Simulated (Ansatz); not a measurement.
```
CELL_PARAMETERS angstrom
3.21969 0.00000 0.00000
-1.60984 2.78833 0.00000
0.00000 0.00000 26.26166
ATOMIC_POSITIONS crystal
Zr 0.33333 0.66667 0.23973
Zr 0.00000 0.00000 0.57306
Zr 0.66667 0.33333 0.90640
Zr 0.33333 0.66667 0.09360
Zr 0.00000 0.00000 0.42694
Zr 0.66667 0.33333 0.76027
Al 0.00000 0.00000 0.00000
Al 0.66667 0.33333 0.33333
Al 0.33333 0.66667 0.66667
N 0.66667 0.33333 0.04132
N 0.33333 0.66667 0.37466
N 0.00000 0.00000 0.70799
N 0.00000 0.00000 0.29201
N 0.66667 0.33333 0.62534
N 0.33333 0.66667 0.95868
N 0.33333 0.66667 0.16667
N 0.00000 0.00000 0.50000
N 0.66667 0.33333 0.83333
```

Space group R-3m; a structure generated by program, which may or may not match a known phase.

Method: DFT PBE, scalar-relativistic, plane waves, PAW in Ansatz.

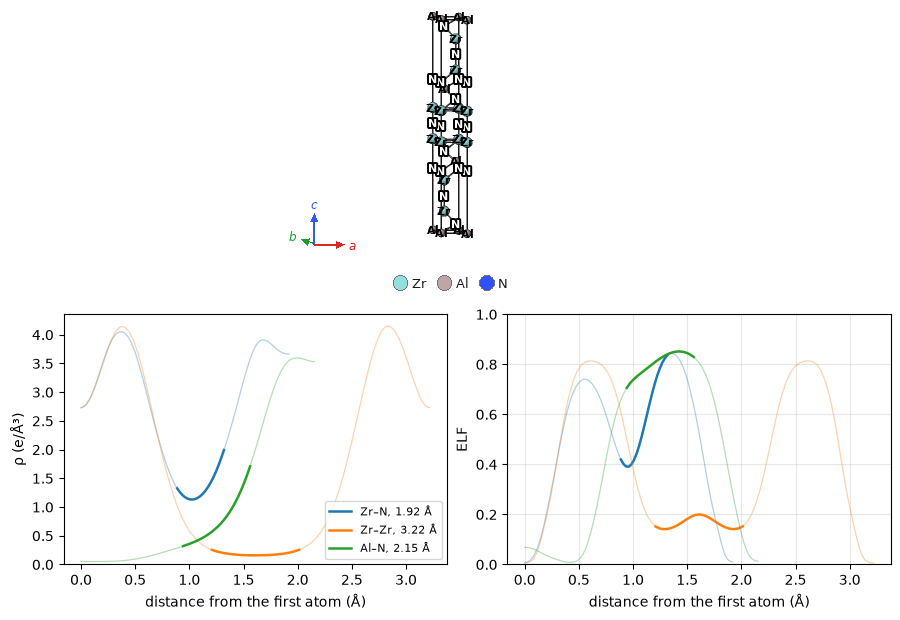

Zr2AlN3. Valence charge density (pseudo) and electron localisation function along straight lines between neighbouring atoms. Thin, pale parts lie inside the atomic spheres. The structure is drawn too.

In a PAW calculation such maps are meaningful between the atoms, not at the nuclei.

**What can be read from the curves?**

Zr–N (1.92 Å): the density is about 1.2 e/Å³ at the midpoint; the ELF peaks at about 0.85 in the valence shell of N, 0.6 Å from its nucleus, and drops to about 0.40 between the two atoms.
Zr–Zr (3.22 Å): the density is about 0.16 e/Å³ at the midpoint; the ELF is about 0.20 at the midpoint; no shared electron pair shows on this line.
Al–N (2.15 Å): ρ at the midpoint is about 0.42 e/Å³; the ELF peaks at about 0.85 in the valence shell of N, 0.7 Å from its nucleus, and is about 0.75 at the midpoint.
